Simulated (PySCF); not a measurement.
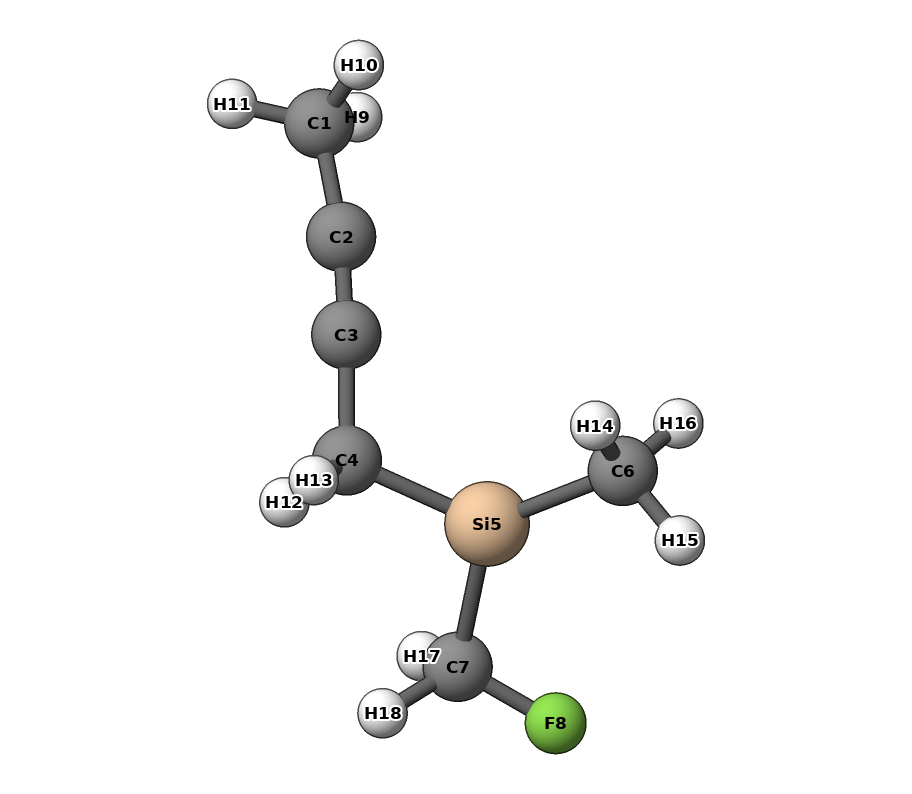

State: charge +1, singlet. Geometry: a frame of a GFN2-xTB molecular-dynamics simulation, not a minimum. Method: GIAO PBE0/pcSseg-1 NMR shielding, non-relativistic, gas phase (PySCF 2.14.0). Principal shieldings σ11 ≤ σ22 ≤ σ33, span Ω = σ33 − σ11, skew κ = 3(σiso − σ22)/Ω.

Give the shielding tensors of the Si atoms.

| atom | σ11 | σ22 | σ33 | σiso | Ω | κ |
| --- | --- | --- | --- | --- | --- | --- |
| Si5 | −304.2 | −165.3 | 292.9 | −58.9 | 597.2 | 0.53 |

Shieldings and span in ppm.
